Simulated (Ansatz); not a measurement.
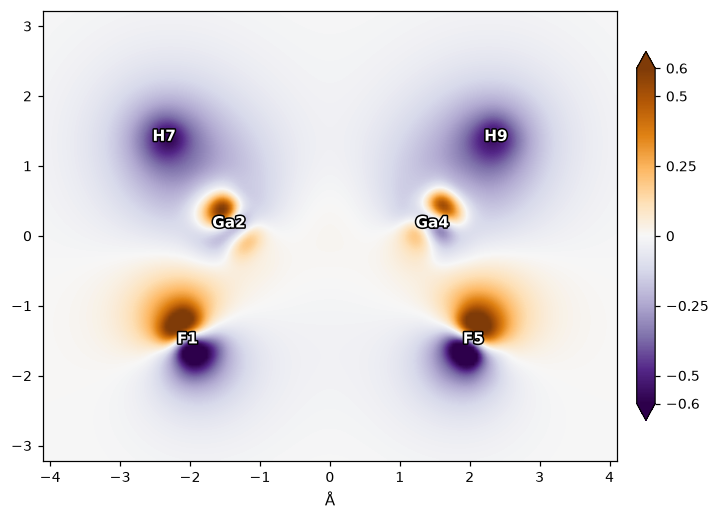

*F₂Ga₂H₄O₂ (SMILES [F][GaH-]1[OH+][GaH-]([F])[OH+]1). The HOMO−1 on the plane of atoms F5, Ga4 and H9 (values in Å⁻³ᐟ²; the overall sign is arbitrary).*

Geometry: PBE0-D4/def2-TZVP.

Level of theory: Ansatz, RKS PBE0-D4/def2-TZVPP.

```xyz
10

F     0.3536   -0.9123   -2.2916
Ga    1.1291   -0.5840   -0.7434
O    -0.1626   -1.1630    0.5894
Ga   -0.7974    0.6085    1.0782
F    -2.3559    0.7651    0.2703
O     0.5048    1.1883   -0.2441
H     2.6077   -0.8968   -0.4409
H    -0.8539   -1.7272    0.2277
H    -0.5363    1.0494    2.5318
H     0.1108    1.6720   -0.9774
```

Where does this orbital lie, and at what energy?

Answer. Its weight (Hirshfeld) is mainly on H7 (about 15 %), H9 (about 15 %), Ga2 (about 15 %), Ga4 (about 15 %), F1 (about 15 %) and F5 (about 15 %). Its energy is −9.98 eV.
